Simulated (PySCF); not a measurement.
# C4H11B: the cost of one run

The runs use PySCF 2.14.0, with density-fitted response routines of our own; the level of theory stands in each step. All values are computed, except where a source is named. Atoms are numbered from 0 throughout.

### Step 1. The molecule as given

16 atoms, charge 0, multiplicity 1; geometry from: GFN2-xTB. The atoms were then displaced at random by about 0.01 Å, so the start is not that level's minimum.

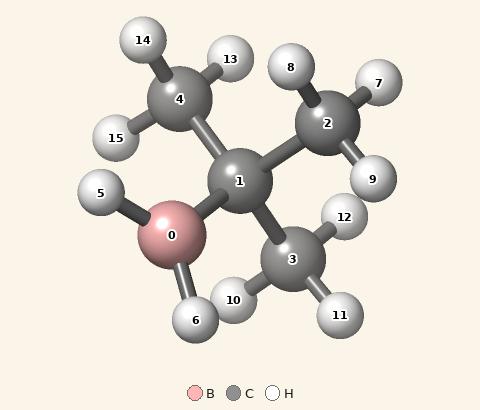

As it starts; boron pink, carbon grey, hydrogen white, atoms numbered.

### Step 2. Optimising the geometry at PBE0-D3(BJ)/def2-SVP

What the job is given:

```
{"job": {"xc": "PBE0", "basis": "def2-SVP", "d3": "d3bj", "grid": 1, "shake": 0.01, "kind": "geom"}, "charge": 0, "multiplicity": 1}
B     -0.878040     1.203670     0.744440
C     -0.014800     0.095850     0.075030
C     -1.024470    -0.663500    -0.836540
C      1.160130     0.638370    -0.807520
C      0.581140    -0.900780     1.072870
H     -1.462910     1.026450     1.742090
H     -1.045340     2.248260     0.194020
H     -0.474240    -1.471390    -1.338740
H     -1.821980    -1.073620    -0.222780
H     -1.428570    -0.002650    -1.571900
H      1.838810     1.182020    -0.192650
H      0.747590     1.307220    -1.561790
H      1.621060    -0.173100    -1.306450
H      1.091520    -1.695060     0.574520
H     -0.200950    -1.345250     1.699140
H      1.291980    -0.378860     1.746980
```

Launch:

```bash
$ OMP_NUM_THREADS=1 python probes_run.py task.json out
```

One launch serves the whole session: the jobs run in the order shown.

**Question.** How long does this first job take on 1 thread of INTEL XEON PLATINUM 8581C at 2.10GHz, shared host, and how much memory does it need?

About 25 s, with a peak of 0.55 GiB.
